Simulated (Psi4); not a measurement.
**U-mPW1PW91/def2-SVP (density fitting, core potential) run of C8H20O4W (SMILES CC[O][W]([O]CC)([O]CC)[O]CC)**

Aim: the energy change on altering one bond length of C8H20O4W at U-mPW1PW91/def2-SVP (density fitting, core potential), from 2 runs. 

Program for the calculation: Psi4 1.11.

1 further run of the same task is left out (it didn't finish).

## 1. The system as given

C8H20O4W: 33 atoms, total charge 0, spin state triplet. As SMILES, `CC[O][W]([O]CC)([O]CC)[O]CC`. The shape comes from GFN2-xTB, which is rough for such elements, and wasn't checked as a minimum. This is one conformer, not always the lowest.

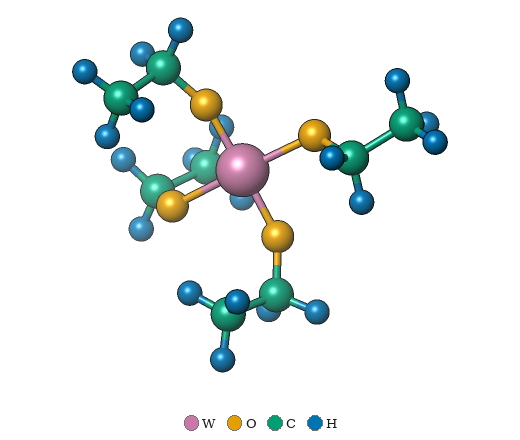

Viewed from a chosen angle; tungsten pink, oxygen amber, carbon teal, hydrogen blue.

## 2. A single-point energy at U-mPW1PW91/def2-SVP (density fitting, core potential)

job.dat reads:

```
memory 3300 mb

molecule m {
  0 3
  W     -0.009780    -0.118030    -0.143890
  O     -1.019440     1.357310    -0.119220
  C     -1.252740     2.650280     0.314930
  C     -0.683910     2.791800     1.729200
  H     -2.335940     2.867570     0.304440
  H     -0.748170     3.359100    -0.364600
  H     -0.756460     3.816530     2.085140
  H      0.364000     2.480540     1.698160
  H     -1.231090     2.132270     2.404560
  O      1.643530     1.037730     0.170060
  C      2.542840     1.197860    -0.870060
  C      1.920470     0.920820    -2.253920
  H      3.410750     0.523470    -0.729180
  H      2.927580     2.235180    -0.857940
  H      2.631970     1.146670    -3.048570
  H      1.034890     1.559200    -2.381630
  H      1.628360    -0.142240    -2.330240
  O      0.995210    -1.585760    -0.105940
  C      1.958930    -2.476330     0.321190
  C      2.355760    -2.098990     1.751660
  H      2.838260    -2.418540    -0.344390
  H      1.562340    -3.506570     0.286710
  H      3.159730    -2.730650     2.121020
  H      1.482680    -2.201720     2.399320
  H      2.673320    -1.053940     1.756430
  O     -1.633390    -1.180110    -0.630300
  C     -2.897340    -1.057420    -0.074090
  C     -3.933090    -1.876600    -0.853530
  H     -3.208020     0.008880    -0.075190
  H     -2.885980    -1.407900     0.978070
  H     -4.917920    -1.770110    -0.405310
  H     -3.647930    -2.925440    -0.848110
  H     -3.969440    -1.534850    -1.884780
  symmetry c1
  no_reorient
  no_com
}

set globals {
  basis     def2-SVP
  reference uks
  scf_type  df
}

E, wfn = energy("mpw1pw91", return_wfn=True)
```

Started as:

```bash
$ psi4 -n 1 job.dat job.out
```

job.out, shortened:

```text
[...]
    !!!  WARNING: ECP capability is in beta. Please check occupations closely.  !!!
[...]
  Running in c1 symmetry.
[...]
  Nuclear repulsion = 1015.143840471250542
[...]
  Multiplicity = 3
[...]
  Nalpha       = 58
  Nbeta        = 56
[...]
    Number of basis functions: 300
[...]
   @DF-UKS iter   1:  -683.12571620634515   -3.98551e-01   5.21217e-03 ADIIS/DIIS
[...]
   @DF-UKS iter  14:  -684.35697749354733   -2.83738e-07   5.68701e-07 DIIS
[...]
   @S^2 Observed:                2.010475550E+00
[...]
    Orbital Energies [Eh]
    ---------------------
    Alpha Occupied:
       1A    -19.250600     2A    -19.246175     3A    -19.180610
       4A    -19.179106     5A    -10.311160     6A    -10.306630
       7A    -10.277882     8A    -10.269114     9A    -10.244228
      10A    -10.240991    11A    -10.237664    12A    -10.214856
      13A     -3.057908    14A     -1.720010    15A     -1.698908
      16A     -1.690043    17A     -1.059360    18A     -1.025926
      19A     -0.980504    20A     -0.968127    21A     -0.775438
      22A     -0.757886    23A     -0.746724    24A     -0.730582
      25A     -0.665032    26A     -0.627618    27A     -0.609379
      28A     -0.592655    29A     -0.542949    30A     -0.513887
      31A     -0.502552    32A     -0.500032    33A     -0.477606
      34A     -0.470550    35A     -0.465047    36A     -0.460006
[...]
  @DF-UKS Final Energy:  -684.35697749354733
   => Energetics <=
    Nuclear Repulsion Energy =           1015.1438404712505417
    One-Electron Energy =               -2972.6254151257735430
    Two-Electron Energy =                1343.8324537712564961
    DFT Exchange-Correlation Energy =     -70.7078566102807997
    Empirical Dispersion Energy =           0.0000000000000000
    VV10 Nonlocal Energy =                  0.0000000000000000
    Total Energy =                       -684.3569774935473333
[...]
 Multipole Moments:
 ------------------------------------------------------------------------------------
     Multipole            Electronic (a.u.)      Nuclear  (a.u.)        Total (a.u.)
 ------------------------------------------------------------------------------------
 L = 1.  Multiply by 2.5417464519 to convert [e a0] to [Debye]
 Dipole X            :          0.7780157           -0.3235022            0.4545135
 Dipole Y            :          7.5488352           -7.3190794            0.2297559
 Dipole Z            :         12.2824745          -11.9836415            0.2988330
 Magnitude           :                                                    0.5904841
[...]
```

It took 1.7 min on 1 thread of Intel Xeon 6975P-C (Granite Rapids), shared host; peak memory 2.3 GiB.

## 3. The distorted shape

run.py reads:

```python
import psi4

psi4.set_memory('3300 MB')
psi4.set_num_threads(1)
psi4.core.set_output_file('psi4.out', False)

mol = psi4.geometry("""
0 3
W     -0.021140     0.232446    -1.196038
O     -1.030800     1.707786    -1.171368
C     -1.264100     3.000756    -0.737218
C     -0.695270     3.142276     0.677052
H     -2.347300     3.218046    -0.747708
H     -0.759530     3.709576    -1.416748
H     -0.767820     4.167006     1.032992
H      0.352640     2.831016     0.646012
H     -1.242450     2.482746     1.352412
O      1.632170     1.388206    -0.882088
C      2.531480     1.548336    -1.922208
C      1.909110     1.271296    -3.306068
H      3.399390     0.873946    -1.781328
H      2.916220     2.585656    -1.910088
H      2.620610     1.497146    -4.100718
H      1.023530     1.909676    -3.433778
H      1.617000     0.208236    -3.382388
O      0.983850    -1.235284    -1.158088
C      1.947570    -2.125854    -0.730958
C      2.344400    -1.748514     0.699512
H      2.826900    -2.068064    -1.396538
H      1.550980    -3.156094    -0.765438
H      3.148370    -2.380174     1.068872
H      1.471320    -1.851244     1.347172
H      2.661960    -0.703464     0.704282
O     -1.644750    -0.829634    -1.682448
C     -2.908700    -0.706944    -1.126238
C     -3.944450    -1.526124    -1.905678
H     -3.219380     0.359356    -1.127338
H     -2.885980    -1.407900     0.978070
H     -4.929280    -1.419634    -1.457458
H     -3.659290    -2.574964    -1.900258
H     -3.980800    -1.184374    -2.936928
units angstrom
symmetry c1
no_reorient
no_com
""")

psi4.set_options({
    'basis': 'def2-SVP',
    'reference': 'uks',
    'scf_type': 'df',
})

E = psi4.energy('mpw1pw91', molecule=mol)
print('E =', round(E, 9))
```

Started as:

```bash
$ python run.py
```

psi4.out, shortened:

```text
[...]
    !!!  WARNING: ECP capability is in beta. Please check occupations closely.  !!!
[...]
  Running in c1 symmetry.
[...]
  Nuclear repulsion = 1011.406136731654101
[...]
  Multiplicity = 3
[...]
  Nalpha       = 58
  Nbeta        = 56
[...]
    Number of basis functions: 300
[...]
   @DF-UKS iter   1:  -682.58276502473780   -8.56458e-02   5.58762e-03 DIIS/ADIIS
[...]
   @DF-UKS iter  18:  -684.22838841223222   -2.80247e-07   5.09471e-07 DIIS
[...]
   @S^2 Observed:                2.326916903E+00
[...]
  @DF-UKS Final Energy:  -684.22838841223222
   => Energetics <=
    Nuclear Repulsion Energy =           1011.4061367316541009
    One-Electron Energy =               -2964.2163463359152047
    Two-Electron Energy =                1339.1511419009270867
    DFT Exchange-Correlation Energy =     -70.5693207088981183
    Empirical Dispersion Energy =           0.0000000000000000
    VV10 Nonlocal Energy =                  0.0000000000000000
    Total Energy =                       -684.2283884122322206
[...]
 Multipole Moments:
 ------------------------------------------------------------------------------------
     Multipole            Electronic (a.u.)      Nuclear  (a.u.)        Total (a.u.)
 ------------------------------------------------------------------------------------
 L = 1.  Multiply by 2.5417464519 to convert [e a0] to [Debye]
 Dipole X            :          3.5367185           -2.7493058            0.7874126
 Dipole Y            :        -66.9984133           67.5212335            0.5228202
 Dipole Z            :        236.1704648         -236.6583282           -0.4878634
 Magnitude           :                                                    1.0636589
[...]
```

Standard output:

```text
E = -684.228388412
```

It took 2.1 min on 1 thread of Intel Xeon 6975P-C (Granite Rapids), shared host; peak memory 2.3 GiB.

## 4. Outcome

Level: U-mPW1PW91/def2-SVP (density fitting, core potential).

| quantity | value |
| --- | --- |
| first shape: total energy | -684.35698 Eh |
| first shape: dipole moment | 1.50 D |
| first shape: HOMO energy (highest over α and β) | -5.19 eV |
| first shape: LUMO energy (lowest over α and β) | -1.98 eV |
| first shape: ⟨S²⟩ | 2.010 |
| distorted shape: total energy | -684.22839 Eh |
| distorted shape: dipole moment | 2.70 D |
| distorted shape: HOMO energy (highest over α and β) | -5.64 eV |
| distorted shape: LUMO energy (lowest over α and β) | -2.14 eV |
| distorted shape: ⟨S²⟩ | 2.327 |
| energy change with the C27–H30 bond stretched from 1.109 to 2.218 Å | 3.499 eV |

**Reading.** With the C27–H30 bond stretched from 1.109 to 2.218 Å the energy rises by 3.50 eV (338 kJ/mol). The first shape isn't relaxed at this level, so the change isn't measured from a minimum. ⟨S²⟩ (distorted shape) is 2.33 where a pure triplet has 2.00: the reference is spin-contaminated.
